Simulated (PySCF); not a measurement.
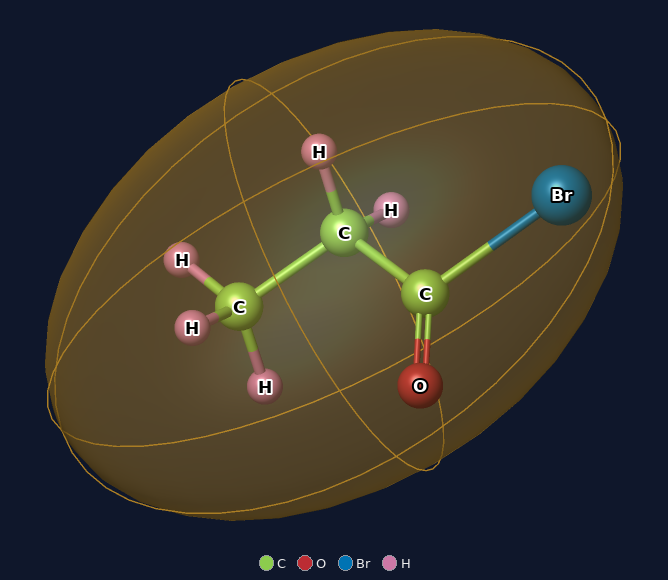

The ellipsoid shows the static dipole polarisability: its half-axes are proportional to the principal values. Computed geometry: GFN2-xTB optimisation. No frequency run is at hand to confirm it as a minimum. Level of theory: CAM-B3LYP/def2-SVPD (PySCF 2.14.0).

> Give the principal values, the mean and the anisotropy.

Principal values 48.4, 58.7, 83.2 bohr³; mean 63.5 bohr³ (9.41 Å³); anisotropy 31.0 bohr³, so the longest axis is 1.72 times the shortest.

The geometry is semi-empirical. Around Br such bond lengths and angles can be off by a tenth of an ångström or more and by several degrees, and values that hang on the shape move with them.
